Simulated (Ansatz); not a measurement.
The figure comes from a scan of AuSb2 (space group Pa-3): a phonon pattern at Γ is frozen into a 12-atom cell, Q being the largest atomic displacement. Method: LDA (plane waves to 420 eV, PAW, scalar-relativistic; Ansatz, a program for electronic structure). k mesh 6×6×6 (Γ-centred), Fermi-Dirac smearing 0.05 eV. Energies are smeared free energies. With partly filled bands, energies and forces of such displacements shift with the k mesh and the smearing. AuSb2 was relaxed with its symmetry unable to fall. Spin-orbit coupling is left out, though Au and Sb are heavy. The zero of ΔE is the undisplaced structure.

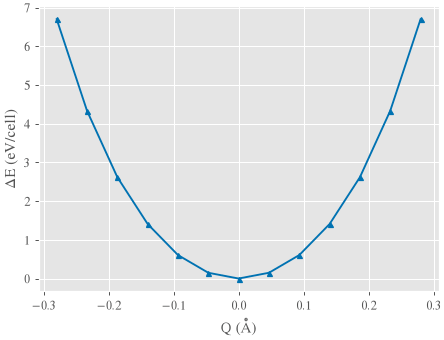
*ΔE (eV/cell) against Q (Å); computed points joined by lines.*

Q: Turn the plot into a table (rounded to what can be read).

A: To the nearest 0.1:

| Q (Å) | ΔE (eV/cell) |
|---|---|
| -0.280 | 6.7 |
| -0.233 | 4.3 |
| -0.187 | 2.6 |
| -0.140 | 1.4 |
| -0.093 | 0.6 |
| -0.047 | 0.1 |
| 0.000 | 0.0 |
| 0.047 | 0.1 |
| 0.093 | 0.6 |
| 0.140 | 1.4 |
| 0.187 | 2.6 |
| 0.233 | 4.3 |
| 0.280 | 6.7 |

(A displaced cell: forces are minus the slopes of the energy, force constants its curvatures, and phonons follow from these.)
